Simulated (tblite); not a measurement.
# Geometry relaxation of C$_{4}$H$_{10}$SSeSi (part 3 of 4)

C$_{4}$H$_{10}$SSeSi, SMILES C=CC[Si@@H]([SeH])SC; GFN2-xTB geometry optimisation, gas phase (tblite 0.8.0). 

Geometry of the input (Å):
```
C  1.9111  -0.7895  -0.6254
C  1.8564  0.2839  0.1702
C  0.7916  0.4515  1.2122
Si -0.8008  1.1109  0.4257
Se -0.3813  3.0899  -0.5946
S  -1.6079  -0.2884  -1.0058
C  -2.1021  -1.5132  0.2384
H  1.1527  -1.5585  -0.5595
H  2.7093  -0.8928  -1.3471
H  2.6444  1.0231  0.1157
H  1.1160  1.1986  1.9576
H  0.5836  -0.5046  1.7392
H  -1.7969  1.3301  1.5061
H  0.5544  2.3917  -1.6076
H  -2.8189  -1.0575  0.9662
H  -2.6064  -2.3618  -0.2580
H  -1.2122  -1.9014  0.7825
```

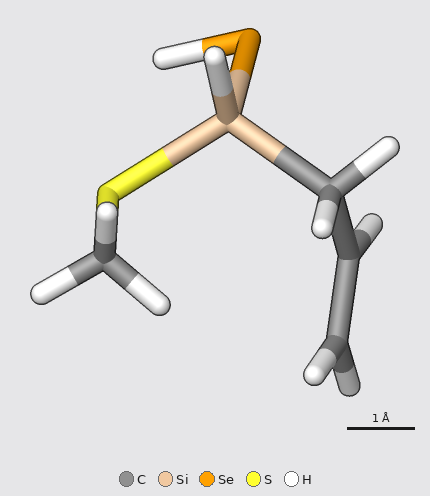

**Figure 1.** The geometry at step 139 of the log (stick view, seen at a tilt).

**Trajectory as extended XYZ, continued**
```
17
Properties=species:S:1:pos:R:3:forces:R:3 step=107 energy=-593.64434
C     2.1706   -1.0472   -0.2961    0.0110  -0.0240  -0.0280
C     1.8288    0.1522    0.1341    0.0130   0.0850   0.0100
C     0.8491    0.4160    1.2291   -0.0040   0.0000  -0.0040
Si   -0.7398    1.2250    0.5245    0.0520   0.0000   0.0120
Se   -0.2202    3.1906   -0.5209   -0.0020  -0.0120  -0.0220
S    -1.6772   -0.0152   -0.9529   -0.0350   0.0140  -0.0320
C    -2.0965   -1.4557    0.0687   -0.0290  -0.0230  -0.0050
H     1.7710   -1.9484    0.1408   -0.0070  -0.0030   0.0260
H     2.8736   -1.1827   -1.0991    0.0000  -0.0050  -0.0140
H     2.2458    1.0391   -0.3310   -0.0120  -0.0560   0.0330
H     1.2868    1.0992    1.9587    0.0010   0.0120  -0.0150
H     0.6026   -0.5096    1.7497   -0.0090  -0.0060  -0.0070
H    -1.7134    1.4887    1.5849   -0.0020   0.0190  -0.0010
H    -0.6249    2.7704   -1.8305   -0.0030   0.0150   0.0410
H    -2.4697   -1.1299    1.0338   -0.0120  -0.0020  -0.0070
H    -2.8722   -1.9947   -0.4659    0.0200  -0.0250   0.0160
H    -1.2214   -2.0859    0.1882    0.0190   0.0130  -0.0020
17
Properties=species:S:1:pos:R:3:forces:R:3 step=112 energy=-593.64669
C     2.1436   -1.0384   -0.3140   -0.0010   0.0000   0.0020
C     1.8314    0.1594    0.1447   -0.0050  -0.0160   0.0000
C     0.8555    0.4188    1.2432   -0.0040  -0.0010   0.0070
Si   -0.7297    1.2207    0.5267   -0.0270  -0.0010  -0.0090
Se   -0.1823    3.1734   -0.5267    0.0000   0.0040  -0.0080
S    -1.6794   -0.0193   -0.9489   -0.0190   0.0060   0.0120
C    -2.0938   -1.4659    0.0697    0.0150   0.0120  -0.0020
H     1.7323   -1.9381    0.1165    0.0000   0.0030  -0.0090
H     2.8309   -1.1720   -1.1310    0.0090  -0.0130   0.0140
H     2.2600    1.0456   -0.3054    0.0120  -0.0020  -0.0030
H     1.2867    1.1093    1.9691    0.0080   0.0020  -0.0010
H     0.6112   -0.5061    1.7656   -0.0030  -0.0070  -0.0020
H    -1.7116    1.5130    1.5725    0.0110  -0.0050   0.0070
H    -0.6174    2.7550   -1.8239   -0.0100   0.0170  -0.0060
H    -2.5074   -1.1415    1.0186   -0.0090  -0.0070  -0.0060
H    -2.8339   -2.0352   -0.4830    0.0140  -0.0010  -0.0020
H    -1.2032   -2.0666    0.2226    0.0090   0.0080   0.0080
17
Properties=species:S:1:pos:R:3:forces:R:3 step=116 energy=-593.64767
C     2.1459   -1.0375   -0.3149   -0.0010  -0.0080   0.0100
C     1.8295    0.1584    0.1459   -0.0070  -0.0120  -0.0340
C     0.8489    0.4140    1.2416    0.0000   0.0080  -0.0280
Si   -0.7372    1.2213    0.5249    0.0270   0.0120   0.0110
Se   -0.1697    3.1707   -0.5298   -0.0260  -0.0240  -0.0320
S    -1.7118   -0.0082   -0.9425    0.0120   0.0050   0.0100
C    -2.0921   -1.4657    0.0723   -0.0140  -0.0120   0.0060
H     1.7393   -1.9405    0.1124   -0.0200   0.0010   0.0040
H     2.8348   -1.1704   -1.1303    0.0240   0.0050   0.0040
H     2.2589    1.0462   -0.3030   -0.0100  -0.0240   0.0170
H     1.2817    1.1064    1.9659   -0.0240  -0.0250   0.0070
H     0.6047   -0.5137    1.7609    0.0060   0.0340  -0.0030
H    -1.7064    1.5219    1.5805    0.0100   0.0000  -0.0020
H    -0.6052    2.7603   -1.8323    0.0000   0.0230   0.0360
H    -2.5204   -1.1526    1.0186    0.0070  -0.0040   0.0050
H    -2.8182   -2.0501   -0.4835    0.0220  -0.0090  -0.0090
H    -1.1897   -2.0485    0.2295   -0.0060   0.0320  -0.0020
17
Properties=species:S:1:pos:R:3:forces:R:3 step=121 energy=-593.65085
C     2.1475   -1.0573   -0.3034    0.0080  -0.0020  -0.0020
C     1.8194    0.1416    0.1396    0.0210   0.0120   0.0350
C     0.8426    0.4081    1.2349    0.0030  -0.0050   0.0120
Si   -0.7345    1.2318    0.5263   -0.0120   0.0100   0.0020
Se   -0.1441    3.1581   -0.5513   -0.0160   0.0230  -0.0410
S    -1.7609    0.0279   -0.9254    0.0220  -0.0070  -0.0030
C    -2.0806   -1.4610    0.0636    0.0010   0.0160  -0.0050
H     1.7372   -1.9552    0.1313    0.0160  -0.0130  -0.0140
H     2.8501   -1.1887   -1.1081   -0.0210  -0.0350   0.0060
H     2.2471    1.0267   -0.3137    0.0120  -0.0010  -0.0090
H     1.2815    1.0939    1.9613    0.0030   0.0330  -0.0230
H     0.5955   -0.5102    1.7670   -0.0270  -0.0350  -0.0380
H    -1.6737    1.5502    1.6023   -0.0200   0.0140   0.0080
H    -0.6825    2.7976   -1.8306    0.0020   0.0060   0.0560
H    -2.5405   -1.1823    1.0052   -0.0170  -0.0030   0.0180
H    -2.7610   -2.0771   -0.5146    0.0080  -0.0090   0.0010
H    -1.1501   -1.9919    0.2315    0.0200  -0.0040  -0.0020
17
Properties=species:S:1:pos:R:3:forces:R:3 step=125 energy=-593.65289
C     2.1346   -1.0787   -0.2865    0.0020  -0.0470  -0.0120
C     1.8203    0.1277    0.1452    0.0060   0.0080  -0.0100
C     0.8511    0.4118    1.2425   -0.0070   0.0110  -0.0380
Si   -0.7215    1.2473    0.5356   -0.0040   0.0210  -0.0010
Se   -0.1264    3.1516   -0.5835   -0.0540  -0.0140  -0.0510
S    -1.7499    0.0505   -0.9196   -0.0240   0.0040  -0.0140
C    -2.0604   -1.4540    0.0462    0.0170  -0.0090  -0.0030
H     1.7161   -1.9682    0.1561    0.0020  -0.0280   0.0300
H     2.8309   -1.2348   -1.0914   -0.0030   0.0100  -0.0180
H     2.2482    1.0027   -0.3262    0.0320   0.0160   0.0090
H     1.3012    1.1014    1.9585   -0.0110  -0.0110   0.0040
H     0.5966   -0.5057    1.7742   -0.0180   0.0270  -0.0050
H    -1.6554    1.5730    1.6169   -0.0020   0.0090  -0.0200
H    -0.8181    2.8318   -1.8025    0.0440   0.0210   0.1040
H    -2.5540   -1.2022    0.9793   -0.0050   0.0030  -0.0170
H    -2.7023   -2.0855   -0.5593   -0.0030   0.0090   0.0140
H    -1.1180   -1.9566    0.2307    0.0270  -0.0300   0.0270
17
Properties=species:S:1:pos:R:3:forces:R:3 step=130 energy=-593.65546
C     2.1368   -1.0978   -0.2768    0.0130   0.0270   0.0170
C     1.8292    0.1160    0.1423   -0.0070  -0.0170   0.0000
C     0.8543    0.4185    1.2304    0.0050  -0.0100   0.0030
Si   -0.7176    1.2555    0.5268   -0.0160  -0.0180  -0.0240
Se   -0.1468    3.1700   -0.5808   -0.0110   0.0110  -0.0350
S    -1.7481    0.0499   -0.9222    0.0020   0.0240  -0.0210
C    -2.0520   -1.4575    0.0409   -0.0100   0.0250   0.0210
H     1.7125   -1.9816    0.1732   -0.0010  -0.0010   0.0070
H     2.8406   -1.2626   -1.0741   -0.0200  -0.0020  -0.0060
H     2.2694    0.9855   -0.3289    0.0200  -0.0070  -0.0070
H     1.3046    1.1059    1.9492   -0.0020  -0.0060  -0.0270
H     0.5868   -0.4918    1.7679   -0.0070   0.0010  -0.0060
H    -1.6440    1.5791    1.6135   -0.0230   0.0020  -0.0010
H    -0.8729    2.8725   -1.7818    0.0250   0.0080   0.0630
H    -2.5496   -1.2038    0.9707    0.0080   0.0020   0.0250
H    -2.6996   -2.0843   -0.5625    0.0170  -0.0240  -0.0150
H    -1.1106   -1.9617    0.2284    0.0070  -0.0170   0.0060
17
Properties=species:S:1:pos:R:3:forces:R:3 step=134 energy=-593.65688
C     2.1264   -1.1176   -0.2682   -0.0190  -0.0040  -0.0110
C     1.8401    0.1026    0.1465    0.0020   0.0070  -0.0130
C     0.8615    0.4268    1.2240   -0.0110  -0.0020  -0.0040
Si   -0.7135    1.2582    0.5171   -0.0060   0.0060   0.0060
Se   -0.1538    3.1795   -0.5849    0.0100   0.0000   0.0030
S    -1.7463    0.0552   -0.9309   -0.0020  -0.0080  -0.0050
C    -2.0374   -1.4536    0.0354   -0.0030  -0.0170   0.0040
H     1.6770   -1.9932    0.1741    0.0000   0.0090   0.0090
H     2.8275   -1.2966   -1.0643    0.0090  -0.0060   0.0020
H     2.3113    0.9595   -0.3179   -0.0120   0.0010  -0.0100
H     1.3137    1.1242    1.9308   -0.0060  -0.0020   0.0050
H     0.5880   -0.4742    1.7734   -0.0030   0.0010   0.0090
H    -1.6448    1.5765    1.6042    0.0060  -0.0110  -0.0160
H    -0.9505    2.9088   -1.7431    0.0100   0.0140   0.0120
H    -2.5604   -1.2083    0.9543    0.0220   0.0070   0.0000
H    -2.6576   -2.0993   -0.5788    0.0340   0.0030   0.0080
H    -1.0880   -1.9366    0.2446   -0.0310   0.0040   0.0000
17
Properties=species:S:1:pos:R:3:forces:R:3 step=139 energy=-593.65736
C     2.1222   -1.1173   -0.2717    0.0070   0.0050   0.0110
C     1.8404    0.1035    0.1446   -0.0140  -0.0050  -0.0030
C     0.8591    0.4268    1.2209    0.0040   0.0050   0.0000
Si   -0.7146    1.2574    0.5126    0.0000  -0.0100  -0.0090
Se   -0.1492    3.1823   -0.5796    0.0010  -0.0050  -0.0070
S    -1.7478    0.0511   -0.9335    0.0120  -0.0030   0.0010
C    -2.0368   -1.4553    0.0380    0.0090   0.0040   0.0000
H     1.6704   -1.9900    0.1738   -0.0020   0.0010  -0.0040
H     2.8278   -1.3003   -1.0634   -0.0090  -0.0010   0.0040
H     2.3138    0.9606   -0.3177   -0.0170  -0.0080  -0.0050
H     1.3083    1.1260    1.9279    0.0030  -0.0020   0.0020
H     0.5848   -0.4725    1.7734    0.0070   0.0000  -0.0110
H    -1.6428    1.5715    1.6016   -0.0170   0.0000  -0.0020
H    -0.9441    2.9179   -1.7407    0.0120   0.0160   0.0140
H    -2.5591   -1.2057    0.9559   -0.0020  -0.0060  -0.0070
H    -2.6499   -2.1056   -0.5767   -0.0140   0.0010   0.0080
H    -1.0895   -1.9382    0.2508    0.0220   0.0080   0.0080
17
Properties=species:S:1:pos:R:3:forces:R:3 step=143 energy=-593.65807
C     2.1122   -1.1248   -0.2673   -0.0150  -0.0340  -0.0130
C     1.8390    0.0999    0.1417   -0.0060  -0.0020  -0.0020
C     0.8587    0.4308    1.2149   -0.0240   0.0080   0.0070
Si   -0.7156    1.2572    0.5048   -0.0040   0.0080   0.0210
Se   -0.1409    3.1868   -0.5738   -0.0040  -0.0120   0.0000
S    -1.7366    0.0446   -0.9425    0.0010   0.0000  -0.0180
C    -2.0229   -1.4562    0.0378    0.0050  -0.0020  -0.0050
H     1.6461   -1.9912    0.1756    0.0040  -0.0010   0.0210
H     2.8166   -1.3224   -1.0555    0.0130   0.0170  -0.0180
H     2.3186    0.9516   -0.3223    0.0050   0.0090  -0.0140
H     1.3046    1.1344    1.9185    0.0250   0.0030   0.0150
H     0.5862   -0.4668    1.7696   -0.0080  -0.0080   0.0150
H    -1.6480    1.5656    1.5943   -0.0010  -0.0060  -0.0250
H    -0.9686    2.9491   -1.7165    0.0060   0.0200  -0.0030
H    -2.5585   -1.2022    0.9463   -0.0080  -0.0060   0.0100
H    -2.6247   -2.1173   -0.5773    0.0060   0.0040   0.0110
H    -1.0732   -1.9270    0.2678    0.0060   0.0020  -0.0030
17
Properties=species:S:1:pos:R:3:forces:R:3 step=147 energy=-593.65928
C     2.0981   -1.1335   -0.2676    0.0080   0.0020   0.0090
C     1.8238    0.0943    0.1322   -0.0050  -0.0070   0.0090
C     0.8507    0.4315    1.2122    0.0210  -0.0130   0.0180
Si   -0.7194    1.2626    0.5033    0.0050  -0.0050  -0.0300
Se   -0.1152    3.1854   -0.5689   -0.0130   0.0080  -0.0110
S    -1.7311    0.0427   -0.9450    0.0010  -0.0170   0.0000
C    -2.0031   -1.4579    0.0422   -0.0060   0.0290  -0.0070
H     1.6378   -1.9960    0.1890    0.0140  -0.0080   0.0040
H     2.8048   -1.3338   -1.0539   -0.0210   0.0040  -0.0130
H     2.2982    0.9430   -0.3440   -0.0070  -0.0020   0.0060
H     1.3085    1.1283    1.9162    0.0020   0.0050  -0.0130
H     0.5759   -0.4653    1.7677   -0.0050  -0.0050   0.0090
H    -1.6674    1.5710    1.5755   -0.0130   0.0100   0.0250
H    -0.9764    2.9915   -1.6953    0.0080   0.0140   0.0040
H    -2.5594   -1.2119    0.9405    0.0050   0.0140   0.0130
H    -2.5842   -2.1314   -0.5776    0.0040  -0.0270  -0.0120
H    -1.0484   -1.9085    0.2898    0.0030  -0.0030  -0.0100
17
Properties=species:S:1:pos:R:3:forces:R:3 step=152 energy=-593.66011
C     2.1032   -1.1443   -0.2585   -0.0130   0.0010  -0.0020
C     1.8156    0.0852    0.1269    0.0070  -0.0030   0.0000
C     0.8462    0.4284    1.2077   -0.0140   0.0080  -0.0070
Si   -0.7233    1.2640    0.4958    0.0000   0.0010   0.0150
Se   -0.1162    3.1987   -0.5574   -0.0090  -0.0110  -0.0110
S    -1.7244    0.0355   -0.9533   -0.0060   0.0140  -0.0110
C    -1.9963   -1.4580    0.0424    0.0030  -0.0210   0.0040
H     1.6545   -2.0076    0.2084    0.0170   0.0010   0.0070
H     2.8057   -1.3437   -1.0485   -0.0110  -0.0030  -0.0090
H     2.2797    0.9329   -0.3617   -0.0070  -0.0070   0.0050
H     1.3103    1.1287    1.9038   -0.0090   0.0000   0.0100
H     0.5691   -0.4654    1.7674    0.0030   0.0140   0.0110
H    -1.6781    1.5781    1.5647    0.0250  -0.0170  -0.0130
H    -0.9861    3.0333   -1.6816    0.0070   0.0050   0.0090
H    -2.5439   -1.2059    0.9450    0.0030   0.0050  -0.0100
H    -2.5818   -2.1362   -0.5700    0.0050   0.0090   0.0080
H    -1.0410   -1.9116    0.2849   -0.0020   0.0060  -0.0050
17
Properties=species:S:1:pos:R:3:forces:R:3 step=156 energy=-593.66081
C     2.1006   -1.1554   -0.2493   -0.0160  -0.0060   0.0030
C     1.8069    0.0768    0.1231    0.0000   0.0030   0.0050
C     0.8422    0.4300    1.2062    0.0310  -0.0150   0.0120
Si   -0.7247    1.2660    0.4914    0.0140  -0.0240  -0.0100
Se   -0.1140    3.2001   -0.5553   -0.0010   0.0170  -0.0180
S    -1.7175    0.0385   -0.9643   -0.0140  -0.0130   0.0100
C    -1.9831   -1.4543    0.0369    0.0120   0.0110  -0.0010
H     1.6694   -2.0175    0.2361   -0.0010   0.0090   0.0080
H     2.7919   -1.3616   -1.0479   -0.0040   0.0140   0.0060
H     2.2597    0.9208   -0.3827   -0.0140  -0.0070   0.0050
H     1.3101    1.1295    1.9017   -0.0080   0.0080  -0.0260
H     0.5646   -0.4594    1.7730   -0.0050   0.0040  -0.0040
H    -1.6811    1.5704    1.5587   -0.0030  -0.0020   0.0120
H    -1.0131    3.0654   -1.6608    0.0090  -0.0020   0.0140
H    -2.5276   -1.1976    0.9401   -0.0040  -0.0080  -0.0150
H    -2.5665   -2.1390   -0.5696   -0.0020   0.0160   0.0020
H    -1.0246   -1.9006    0.2788    0.0050  -0.0050  -0.0040
17
Properties=species:S:1:pos:R:3:forces:R:3 step=161 energy=-593.66122
C     2.0962   -1.1638   -0.2439    0.0020   0.0010   0.0040
C     1.8028    0.0701    0.1224    0.0010   0.0010   0.0020
C     0.8430    0.4292    1.2061   -0.0100   0.0070   0.0010
Si   -0.7224    1.2642    0.4871   -0.0050   0.0160   0.0010
Se   -0.1138    3.2036   -0.5564   -0.0030  -0.0110   0.0050
S    -1.7161    0.0405   -0.9700   -0.0020   0.0090  -0.0010
C    -1.9732   -1.4506    0.0330   -0.0040  -0.0100  -0.0010
H     1.6720   -2.0234    0.2515   -0.0030   0.0020   0.0020
H     2.7841   -1.3705   -1.0449   -0.0020  -0.0040  -0.0010
H     2.2489    0.9121   -0.3915    0.0000  -0.0020  -0.0060
H     1.3105    1.1356    1.8937    0.0080   0.0060  -0.0030
H     0.5633   -0.4551    1.7792    0.0050   0.0010   0.0030
H    -1.6794    1.5641    1.5570    0.0070  -0.0010  -0.0050
H    -1.0345    3.0810   -1.6448    0.0070   0.0000   0.0060
H    -2.5212   -1.1953    0.9343    0.0030  -0.0070   0.0000
H    -2.5546   -2.1376   -0.5725    0.0020  -0.0030  -0.0040
H    -1.0126   -1.8922    0.2758   -0.0060  -0.0050  -0.0030
17
Properties=species:S:1:pos:R:3:forces:R:3 step=165 energy=-593.66136
C     2.0923   -1.1685   -0.2395   -0.0050   0.0010   0.0010
C     1.8002    0.0670    0.1221   -0.0050   0.0010  -0.0060
C     0.8429    0.4317    1.2063    0.0110   0.0040  -0.0020
Si   -0.7210    1.2666    0.4844    0.0070  -0.0120   0.0010
Se   -0.1130    3.2055   -0.5562    0.0070   0.0070  -0.0020
S    -1.7113    0.0403   -0.9725   -0.0060  -0.0110   0.0080
C    -1.9678   -1.4525    0.0304    0.0000   0.0090  -0.0070
H     1.6689   -2.0251    0.2616    0.0010  -0.0010   0.0000
H     2.7759   -1.3787   -1.0433    0.0000  -0.0070   0.0050
H     2.2442    0.9062   -0.3984    0.0020   0.0010  -0.0020
H     1.3145    1.1397    1.8897   -0.0020   0.0040  -0.0020
H     0.5633   -0.4506    1.7831    0.0040   0.0130  -0.0010
H    -1.6770    1.5646    1.5534   -0.0160   0.0060   0.0160
H    -1.0472    3.0966   -1.6343    0.0050  -0.0030   0.0040
H    -2.5180   -1.1983    0.9307    0.0000  -0.0060  -0.0050
H    -2.5464   -2.1396   -0.5776    0.0000  -0.0040   0.0000
H    -1.0075   -1.8927    0.2761   -0.0020  -0.0010  -0.0100
17
Properties=species:S:1:pos:R:3:forces:R:3 step=170 energy=-593.66198
C     2.0739   -1.1852   -0.2234    0.0040  -0.0070  -0.0110
C     1.7908    0.0580    0.1184    0.0170  -0.0120  -0.0050
C     0.8491    0.4466    1.2067   -0.0060   0.0000  -0.0100
Si   -0.7179    1.2724    0.4841   -0.0420   0.0110   0.0170
Se   -0.1018    3.2083   -0.5607   -0.0060  -0.0040   0.0040
S    -1.7127    0.0457   -0.9711    0.0110   0.0010   0.0030
C    -1.9518   -1.4601    0.0147   -0.0080  -0.0340   0.0140
H     1.6556   -2.0333    0.2966    0.0000   0.0140   0.0050
H     2.7469   -1.4100   -1.0320    0.0040  -0.0160  -0.0010
H     2.2330    0.8841   -0.4241   -0.0020   0.0080   0.0010
H     1.3296    1.1650    1.8724    0.0030   0.0080  -0.0010
H     0.5711   -0.4237    1.8009    0.0030  -0.0030   0.0140
H    -1.6715    1.5723    1.5583    0.0090   0.0010  -0.0200
H    -1.0842    3.1419   -1.5991    0.0100  -0.0070   0.0110
H    -2.5152   -1.2256    0.9118   -0.0010   0.0060   0.0060
H    -2.5131   -2.1527   -0.6035   -0.0050   0.0110  -0.0120
H    -0.9888   -1.8915    0.2663    0.0100   0.0230  -0.0140
```
